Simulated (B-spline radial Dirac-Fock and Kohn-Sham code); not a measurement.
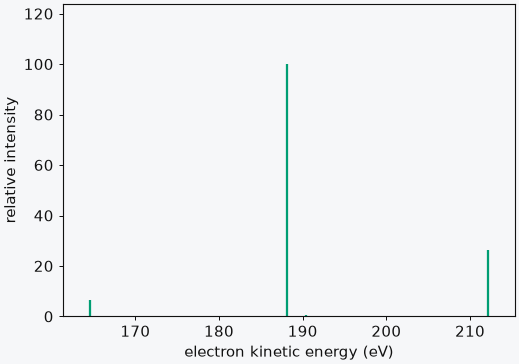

Fig. 1. The Auger multiplet of an N5 hole with both final holes in O23, as sticks. Kinetic energies count from the vacuum level; very weak lines are left out. Lines are named by their largest jj component, which in light atoms can differ from the customary names. Species: lead in charge state +1 (Pb⁺), configuration [Xe] 4f14 5d10 6s2 6p1. Level of theory: Dirac–Fock ΔSCF energies in intermediate coupling of the two holes, Coulomb rates, valence shells as spectators; calculated with a B-spline radial atomic code.

The strongest line is N5-O2O3 J=2 at 188.1 eV (75 % of the multiplet), followed by N5-O3O3 J=2 at 212.1 eV (20 %), N5-O2O2 J=0 at 164.6 eV (5.0 %), N5-O2O3 J=1 at 190.4 eV (0.56 %). The lines shown span 164.6 eV to 212.1 eV.
